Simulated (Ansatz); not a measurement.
Si$_{2}$C$_{3}$

```xyz
10
Lattice="5.5822 0.0000 0.0000 0.0000 5.5822 0.0000 0.0000 0.0000 2.9213" Properties=species:S:1:pos:R:3 pbc="T T T"
Si    0.9315    3.7226    0.0000
Si    1.8597    0.9315    0.0000
Si    3.7226    4.6508    0.0000
Si    4.6508    1.8597    0.0000
C     0.9895    1.8016    1.4606
C     1.8016    4.5927    1.4606
C     4.5927    3.7806    1.4606
C     3.7806    0.9895    1.4606
C     0.0000    0.0000    0.0000
C     2.7911    2.7911    0.0000
```

Space group P4/mbm; a structure generated by program, which may or may not match a known phase.

These are results of DFT PBE, scalar-relativistic, plane waves, PAW in Ansatz 0.2.0, not measurements.

**What will maps of the valence pseudo-density and electron localisation function show?**

Si–C (1.91 Å): ρ at the midpoint is about 0.82 e/Å³; the ELF peaks at about 0.90 between the atoms.

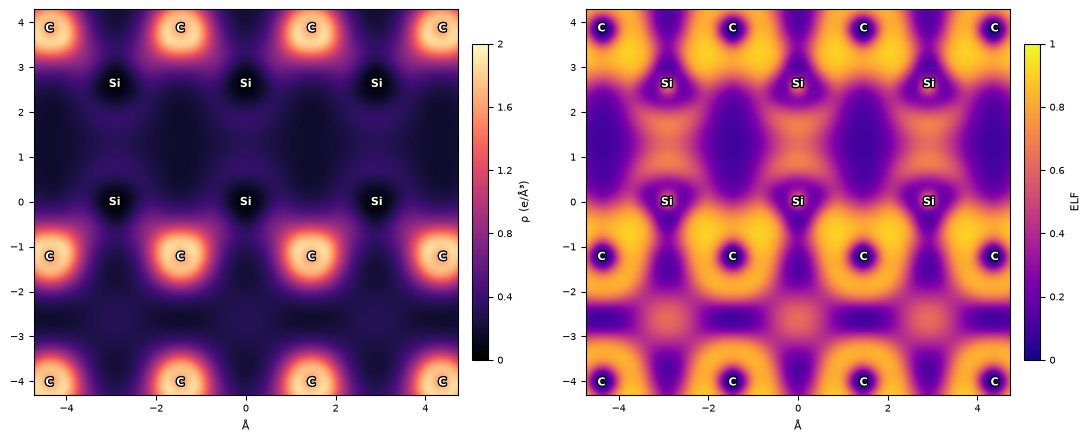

Computed valence pseudo-density and electron localisation function on the (110) plane of the conventional cell, in this order. 

The density is the valence pseudo-density of a PAW calculation; it isn't the true density close to the nuclei.
